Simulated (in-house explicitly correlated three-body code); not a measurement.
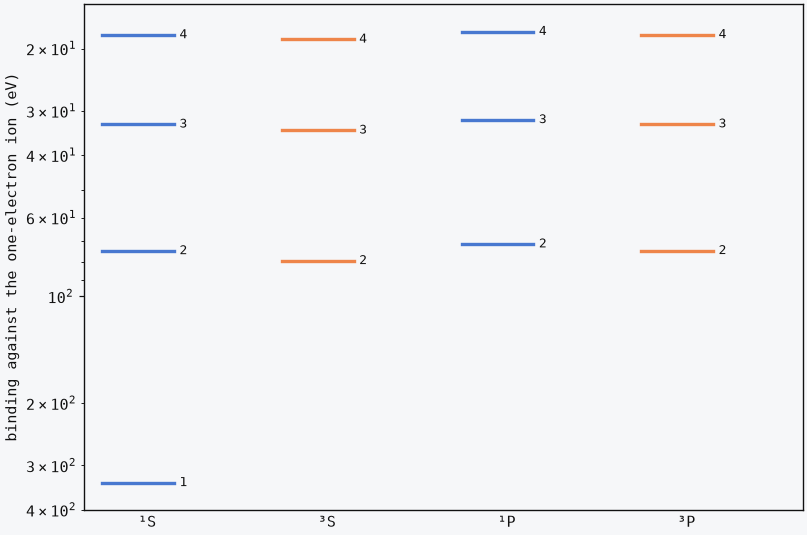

Two electrons around a point charge Z = 5.6. Computed variationally in 260 exponentially correlated functions with an in-house code, non-relativistic, converged to about 10⁻⁷ hartree. The plot shows the bound S and P states that converged, by term and principal number n, on a logarithmic scale of binding.

> How do singlets and triplets lie?

The ground state is bound by 335.7 eV. The n = 2 states drawn run, from the deepest, 2 ³S (79.3 eV), 2 ¹S (74.4 eV), 2 ³P (74.3 eV), 2 ¹P (71.2 eV). Exchange puts 2 ³S below 2 ¹S by 4.94 eV and 2 ³P below 2 ¹P by 3.14 eV. Quantum defects n − (Z − 1)/√(2 E(binding)): 2 ³S 0.095, 2 ¹S 0.033, 2 ³P 0.032, 2 ¹P −0.011.
